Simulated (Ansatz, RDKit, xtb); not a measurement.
# C3H9BrGe: ranking a sample of isomers, part 2 of 2

A sample of isomers of C3H9BrGe is drawn. Aim: find which of them has the lowest free energy at 298.15 K, then its properties. The sample is small against all isomers, and the most stable one of this formula need not be in it.

xtb, Ansatz and PySCF; isolated molecules.

### Step 11. c998a at CCSD(T)/def2-SVP

File input.yaml:

```yaml
crystal:
  periodic: [false, false, false]
  atoms:
    - symbol: C
      position_ang: [-1.370559, -1.079254, 1.142494]
    - symbol: C
      position_ang: [-0.779349, -0.275876, -0.010195]
    - symbol: C
      position_ang: [-1.844456, 0.435498, -0.836709]
    - symbol: Br
      position_ang: [0.433801, 1.125172, 0.771590]
    - symbol: Ge
      position_ang: [0.418030, -1.394613, -1.153088]
    - symbol: H
      position_ang: [-1.983818, -0.432002, 1.804092]
    - symbol: H
      position_ang: [-2.031030, -1.876414, 0.737302]
    - symbol: H
      position_ang: [-0.587733, -1.560708, 1.760093]
    - symbol: H
      position_ang: [-2.463395, 1.100785, -0.198710]
    - symbol: H
      position_ang: [-2.518534, -0.318099, -1.298856]
    - symbol: H
      position_ang: [-1.403647, 1.047311, -1.647521]
    - symbol: H
      position_ang: [-0.439562, -2.518781, -1.807869]
    - symbol: H
      position_ang: [1.042433, -0.511435, -2.260662]
    - symbol: H
      position_ang: [1.518868, -2.033353, -0.271746]
basis:
  gaussian:
    orbitals: def2-SVP
correlation:
  method: ccsd_t
  frozen_orbitals: {C: 1, H: 0, Br: 9, Ge: 9}
```

Launch:

```bash
$ ansatz run input.yaml --threads 2 --pin off --max-ram 5220MiB --events-out events.jsonl --progress --plain --runs-dir runs
```

Output, cut to the lines that bear on the results:

```text
Warning: RAYON_NUM_THREADS=2 ignored (pool sized by the plan → 2); use --threads N
Functional definition: HF
  name "HF"
[...]
1526 factors; integrals over basis functions are off by at most 1.2e-3 eV
[...]
mean field -129688.20011652 eV, -4765.9534484629 hartree, gradient 7.4e-6 eV, S^2 0.000000; 0 other end points of the search recorded, 0 dependent functions left out
21 core orbitals not correlated: weight in the atoms' cores, before any rotation towards them, 1.000 or more for the frozen orbitals, at most 0.000 for the correlated occupied ones
reference -129688.20011652 eV, -4765.9534484629 hartree; 26, 26 occupied and 104, 104 virtual orbitals, 1526 factors
second order -24.73566101 eV of doubles, -0.00000000 eV of singles
cycle   1  -25.18464277 eV  change   -4.5e-1 eV  update   1.1e-1
[...]
cycle   8  -26.01845167 eV  change   -3.0e-5 eV  update   4.0e-5
perturbative correction -0.77501369 eV, -0.0284812277 hartree
Total energy: -129714.99358188 eV, -4766.9380901535 hartree
```

Run time: 2.3 min. Hardware: 2 threads of Arm Neoverse N1, shared host; peak memory 1.4 GiB.

### Step 12. Free energies and the winner

Energies in kcal/mol from c998a; G adds the thermal terms to the CCSD(T)/def2-SVP + MP2/def2-TZVPP - MP2/def2-SVP energy. The columns left of the relaxed level are at the tight-binding geometries.

| label | SMILES | spin | GFN2-xTB | HF/STO-3G | r2SCAN-D4/def2-SVP | PBE-D3(BJ)/def2-SVP | HF/def2-SVP | MP2/def2-SVP | CCSD(T)/def2-SVP + MP2/def2-TZVPP - MP2/def2-SVP | G | share at equilibrium | T1 |
| --- | --- | --- | --- | --- | --- | --- | --- | --- | --- | --- | --- | --- |
| c998a | C[C](C)([GeH3])Br | singlet | 0.0 | 0.0 | 0.0 | 0.0 | 0.0 | 0.0 | 0.0 | 0.0 | 54.4 % | 0.009 |
| c933a | C[C@@H](Br)[CH2][GeH3] | singlet | -1.1 | -3.4 | 0.3 | -0.7 | -2.1 | 0.3 | -0.4 | 0.1 | 44.1 % | 0.008 |
| c409c | CC[C@@H]([GeH3])Br | singlet | 1.2 | -1.1 | 2.4 | 1.6 | 0.8 | 2.8 | 2.3 | 2.7 | 0.5 % | 0.008 |
| c759c | [GeH3][CH2]CCBr | singlet | 1.9 | -2.7 | 2.3 | 1.4 | 0.0 | 3.5 | 2.1 | 2.8 | 0.5 % | 0.008 |
| c353c | C[C@@H]([GeH3])CBr | singlet | 1.2 | -0.8 | 3.5 | 1.8 | 1.3 | 3.1 | 2.3 | 2.9 | 0.4 % | 0.008 |

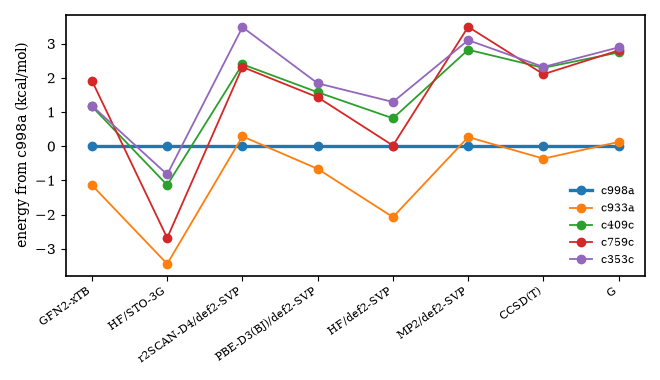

The finalists at each level, measured from c998a.

Lowest found: c998a, `C[C](C)([GeH3])Br`, a singlet. Bond lengths: C1–C2 1.524 Å, C2–C3 1.524 Å, C2–Br4 2.011 Å, C2–Ge5 1.998 Å, C1–H6 1.110 Å, C1–H7 1.112 Å, C1–H8 1.107 Å, C3–H9 1.110 Å, C3–H10 1.112 Å, C3–H11 1.107 Å, Ge5–H12 1.558 Å, Ge5–H13 1.548 Å, Ge5–H14 1.548 Å. Some angles: C1–C2–C3 112.6°, C1–C2–Br4 107.9°, C1–C2–Ge5 111.7°, C3–C2–Br4 107.9°, C3–C2–Ge5 111.7°, Br4–C2–Ge5 104.5°, C2–C1–H6 111.0°, C2–C1–H7 109.4°, C2–C1–H8 112.1°, C2–C3–H9 111.0°.

```xyz
14

C    -1.3706   -1.0793    1.1425
C    -0.7793   -0.2759   -0.0102
C    -1.8445    0.4355   -0.8367
Br    0.4338    1.1252    0.7716
Ge    0.4180   -1.3946   -1.1531
H    -1.9838   -0.4320    1.8041
H    -2.0310   -1.8764    0.7373
H    -0.5877   -1.5607    1.7601
H    -2.4634    1.1008   -0.1987
H    -2.5185   -0.3181   -1.2989
H    -1.4036    1.0473   -1.6475
H    -0.4396   -2.5188   -1.8079
H     1.0424   -0.5114   -2.2607
H     1.5189   -2.0334   -0.2717
```

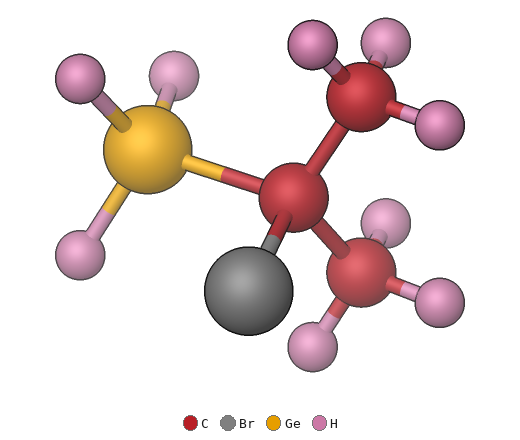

The lowest structure found, seen from a chosen angle (carbon red, bromine grey, germanium amber, hydrogen pink).

### Step 13. Summary of results

What follows sums up all 2 parts.

```
                                 quantity                                                                                                                   value
                   lowest structure found                                                                                              C[C](C)([GeH3])Br, singlet
                            next finalist                                                               C[C@@H](Br)[CH2][GeH3], singlet, 0.1 kcal/mol higher in G
share at equilibrium, among the finalists                                                                                                                  54.4 %
                                   funnel  14 starts, 13 minima at GFN2-xTB from these starts (15 with those found later), 11 screening runs, 5 relaxed, 5 ranked
                     CPU time of all runs                                                                                                                  39 min
```

**Reading.** The lowest structure found is `C[C](C)([GeH3])Br`. Its margin of 0.1 kcal/mol is inside the likely error of CCSD(T)/def2-SVP + MP2/def2-TZVPP - MP2/def2-SVP with harmonic terms (about 1.5 kcal/mol), so the order of the first two is not settled. With 4 minima in the window unscreened, the next finalist need not be the second lowest, and margin and share hold for the finalists alone. The thermal terms turn the order: in electronic energy alone `C[C@@H](Br)[CH2][GeH3]` is lowest. They come from GFN2-xTB, so the order rests on a rough term. With modes this soft, harmonic terms can't settle so small a difference. r2SCAN-D4/def2-SVP and MP2/def2-SVP already put its bonding pattern lowest among the structures in one piece; GFN2-xTB, HF/STO-3G, PBE-D3(BJ)/def2-SVP and HF/def2-SVP favour the singlet C[C@@H](Br)[CH2][GeH3]. The largest share of the time went into the final energies (72 % of the CPU time that the search's summary counts). 4 minima inside the window were never screened. Lowest found is not proven lowest: the search is finite, and each finalist counts with one conformer. Patterns outside the rules of the enumeration were met only by chance.
